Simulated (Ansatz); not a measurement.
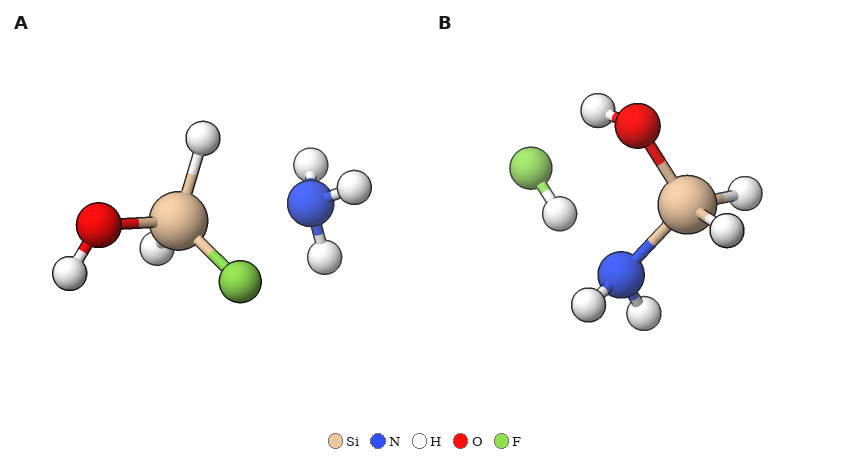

2 stationary structures of one formula. Geometries: PBE0-D4/def2-TZVP. Electronic energies: BHLYP-D4/def2-TZVPP (Ansatz 0.2.0), without zero-point energy. Each is one conformer, not always the lowest.

### Which is lowest in energy, and by how much?

A is lowest (a minimum); B lies 14.6 kcal/mol above it (a minimum).

Give E(B) − E(A) in kcal/mol at these levels too: RHF-MP2 (frozen core)/def2-QZVPP; CAM-B3LYP-D4/def2-TZVPP; B97M-V/def2-TZVPP; SPW92 (LDA)/def2-TZVPP; PBE-D4/def2-TZVPP; ωB97X-V/def2-TZVPP; PBE-D4/STO-3G; B3LYP-D4/6-31G.

| level | E(B) − E(A) (kcal/mol) |
| --- | --- |
| RHF-MP2 (frozen core)/def2-QZVPP | +13.2 |
| CAM-B3LYP-D4/def2-TZVPP | +13.1 |
| B97M-V/def2-TZVPP | +15.3 |
| SPW92 (LDA)/def2-TZVPP | +7.3 |
| PBE-D4/def2-TZVPP | +10.7 |
| ωB97X-V/def2-TZVPP | +13.6 |
| PBE-D4/STO-3G | +1.8 |
| B3LYP-D4/6-31G | +7.5 |
